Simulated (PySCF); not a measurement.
## A study: Br₄Zr, SMILES `Br[Zr](Br)(Br)Br`

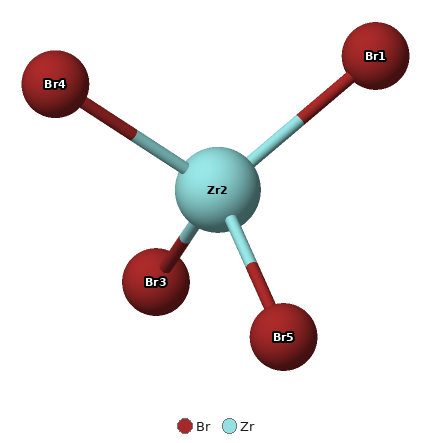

The molecule, with its atoms numbered as below. No frequency check shows the geometry to be a minimum.

Cartesian coordinates (Å):

```
Br1     -1.4075   -1.4614   -1.4332
Zr2     -0.0021    0.0002   -0.0003
Br3      1.4086    1.4614   -1.4332
Br4      1.4645   -1.4058    1.4333
Br5     -1.4633    1.4056    1.4334
```

Part 1: Bonding charge

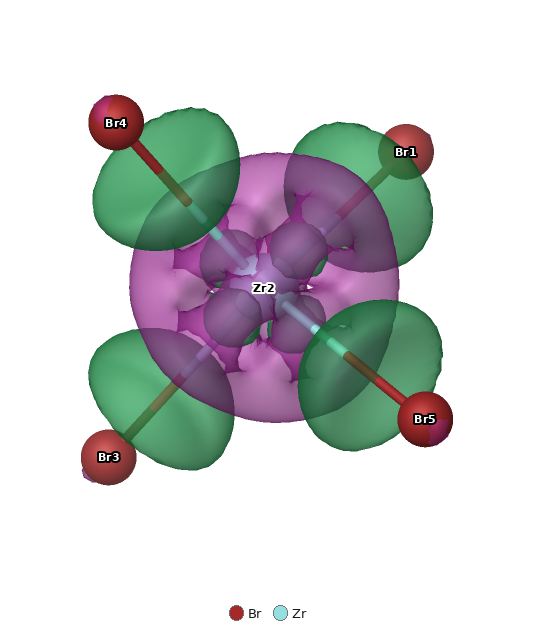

Deformation density (molecule less spherical, spin-averaged free atoms at the same positions), surfaces at ±0.05 e/Å³; green: gain, purple: loss.

Method: B3LYP/def2-SVPD; geometry: GFN2-xTB; program: PySCF. Core potentials replace the inner electrons of Zr; spin–orbit coupling isn't included. This is a single-reference result, which may miss multireference character in this system.

**Describe the bonding that the map shows.**

Br1–Zr2 and Zr2–Br5: +0.10 e/Å³ at the bond critical point (bond length 2.48 Å). Zr2–Br3 and Zr2–Br4: +0.10 e/Å³ at the bond critical point (bond length 2.49 Å). In all, 1.1 electrons gather in the regions of gain relative to the promolecule. A small or negative value marks a very polar bond, one between electron-rich atoms, whose free-atom densities already overlap strongly, a long bond to a heavier atom, or a closed-shell contact such as a hydrogen bond.

**Where do the Hirshfeld charges lie?**

The highest Hirshfeld charge is on Zr2 (+0.49 e), the lowest on Br1, Br3, Br4 and Br5 (−0.12 e).

```
atom  charge (e)
 Br1       −0.12
 Zr2       +0.49
 Br3       −0.12
 Br4       −0.12
 Br5       −0.12
```

Part 2: Bond critical points

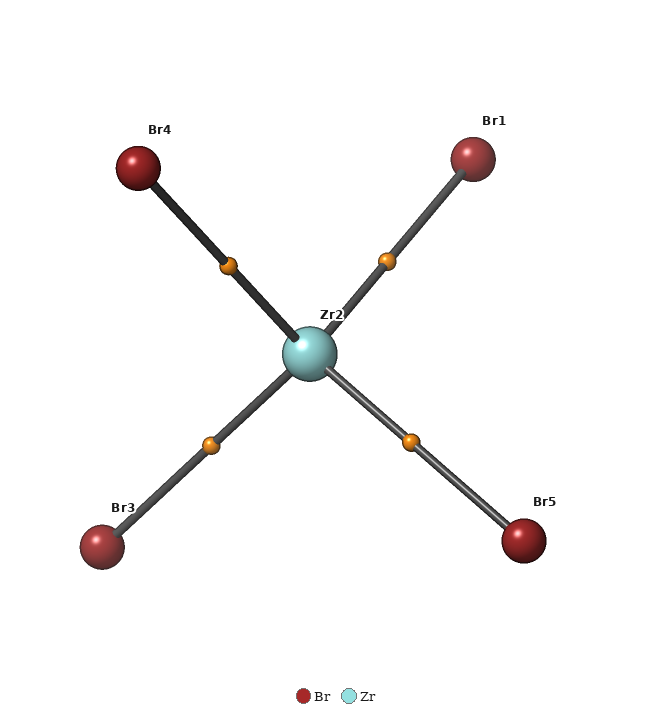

Molecular graph of the electron density (QTAIM): bond paths, bond critical points (orange), ring points (yellow, if any); weak paths are dashed.

**How many critical points of each kind are there, and does the count close?**

5 nuclei, 4 bond, 0 ring and 0 cage critical points: 5 − 4 + 0 − 0 = 1, as the Poincaré–Hopf relation requires.

**What does the calculation give at each kind of bond critical point?**

| bond | length (Å) | ρ (a.u.) | ∇²ρ (a.u.) | ε | H (a.u.) |
| --- | --- | --- | --- | --- | --- |
| Br1–Zr2 (2 alike) | 2.483 | 0.078 | +0.15 | 0.00 | −0.021 |
| Zr2–Br3 (2 alike) | 2.486 | 0.078 | +0.15 | 0.00 | −0.021 |

**What kind of interaction is Br1–Zr2?**

Polar or intermediate (positive Laplacian, negative energy density H): ρ = 0.078, ∇²ρ = +0.15, H = −0.021 a.u.

Part 3: Local ionisation energy

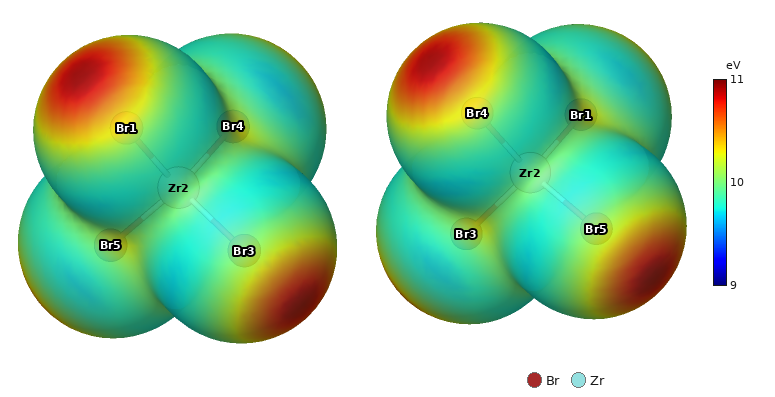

Average local ionisation energy on the surface of electron density 0.001 a.u. (back view left, front view right).

**Locate the minima of the map.**

The lowest value is 9.7 eV, 2.3 Å from Br4, and at like points elsewhere. For comparison, the highest occupied orbital lies at −8.7 eV.

**What volume does the surface enclose, and what is the dipole moment?**

About 194 Å³; the dipole moment is 0.0 D.

Part 4: In an electric field

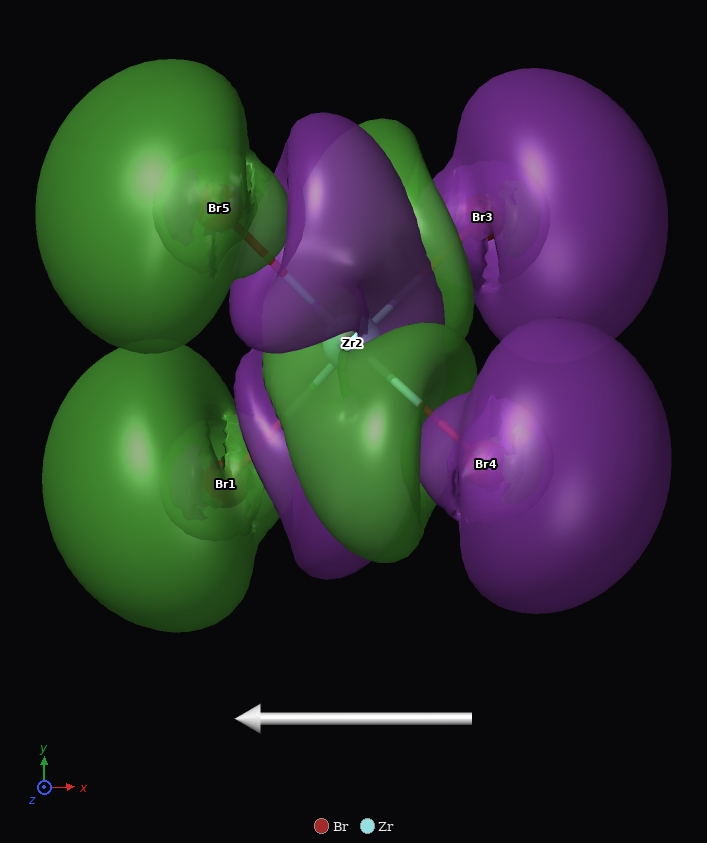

Change of the electron density in a uniform field of 0.21 V/Å along −x (arrow), surfaces at ±0.0008 e/Å³ (purple: gain, green: loss).

Level of theory: B3LYP/def2-SVPD (PySCF), at a geometry from GFN2-xTB. Core potentials replace the inner electrons of Zr; spin–orbit coupling isn't included. This is a single-reference result, which may miss multireference character in this system.

The field was applied in both directions; the picture shows the one opposite to the script's first.

**How large is the response?**

The induced dipole is 1.36 D (along the field); α along this axis, from the fields in both directions, is 134 bohr³ (19.8 Å³).

The PySCF runs shown took 57 s and 2.3 min on 1 thread of Arm Neoverse V2 (shared host).
